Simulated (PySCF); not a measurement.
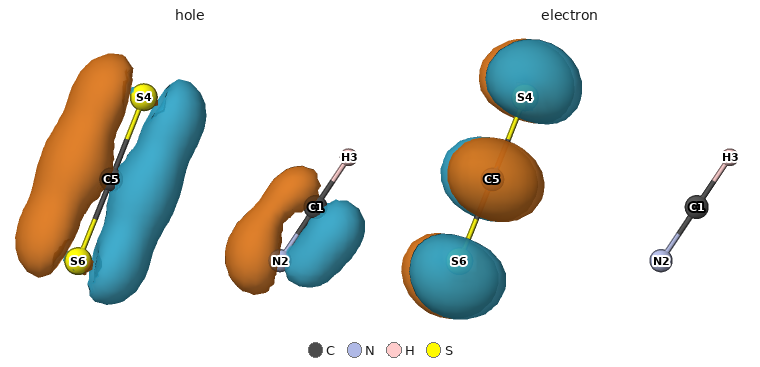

*C₂HNS₂, SMILES `C#N.S=C=S`. Leading natural transition orbital pair of S₄ (TDA singlet states); the surfaces enclose about 70 % of each orbital's density.*

Computed with PySCF, B3LYP/def2-SVP, geometry: GFN2-xTB. The pair's geometry is semi-empirical, so its contact may be too short or too long. GFN2-xTB bond lengths at metals and heavier atoms can be off by up to 0.1 Å and shapes distorted, which carries into these values. Without diffuse functions Rydberg states are missing, so the states' numbers hold for this basis only.

Input script:

```python
import numpy as np
from pyscf import gto, scf, dft, tdscf
from pyscf.scf import atom_ks, atom_hf
from scipy.linalg import block_diag

def solve(mol, dm0=None, hcore=None):
    mf = (dft.UKS if mol.spin else dft.RKS)(mol, xc='b3lyp')
    mf.grids.level = 3
    mf = mf.density_fit(auxbasis='def2-universal-jkfit')
    mf.conv_tol, mf.max_cycle = 1e-8, 80
    if hcore is not None:
        mf.get_hcore = lambda *args: hcore
    mf.kernel(dm0)
    if not mf.converged:
        mf = mf.newton().run(mf.mo_coeff, mf.mo_occ, max_cycle=30)
    assert mf.converged, 'SCF not converged'
    return mf

mol = gto.M(atom='''
C     -2.70025    -0.19741    -0.06974
N     -2.10036    -1.14905     0.10072
H     -3.25770     0.68816    -0.22859
S      0.34861     1.67338     0.01770
C      0.89616     0.22140    -0.00074
S      1.45044    -1.22268    -0.02105
''', basis='def2-svp', charge=0, spin=0, verbose=4)
mf = solve(mol)
td = mf.TDA()
td.nstates, td.singlet, td.conv_tol = 5, True, 1e-5
td.kernel()
td.analyze()
x, y = np.array([p[0] for p in td.xy]), np.array([p[1] + 0 * p[0] for p in td.xy])
f, mu = td.oscillator_strength(), td.transition_dipole()
nto = [td.get_nto(state=i + 1, verbose=4) for i in range(len(td.e))]
# spherically averaged free atoms, for the promolecule
atm = atom_ks.get_atm_nrks(mol, xc='b3lyp')
pro = block_diag(*[(atm[a[0]][2] * atm[a[0]][3]) @ atm[a[0]][2].T for a in mol._atom])
np.savez('result.npz', e=td.e, f=f, ok=td.converged, w=[n[0] for n in nto], nto=[n[1] for n in nto], x=x, y=y, c=mf.mo_coeff, occ=mf.mo_occ, eps=mf.mo_energy, pro=pro, mu=mu)
```

Launched as:

```sh
OMP_NUM_THREADS=1 python input.py
```

The run took 61 s on 1 thread of Intel(R) Xeon(R) Platinum 8488C (Sapphire Rapids), with other jobs on the host, peak memory 0.48 GiB.

Question: Give its energy and the atoms that hole and electron lie on.

Answer: 6.87 eV (181 nm), f = 0.000 (dark); the leading pair carries 89 %; hole on C5 (31 %), S4 and S6 (23 % each) and N2 (13 %), electron on C5 (36 %), S6 (32 %) and S4 (31 %); their centroids lie 0.7 Å apart. In canonical orbitals it is mainly HOMO−2 → LUMO+1 (64 %). The HOMO–LUMO gap is 5.60 eV.
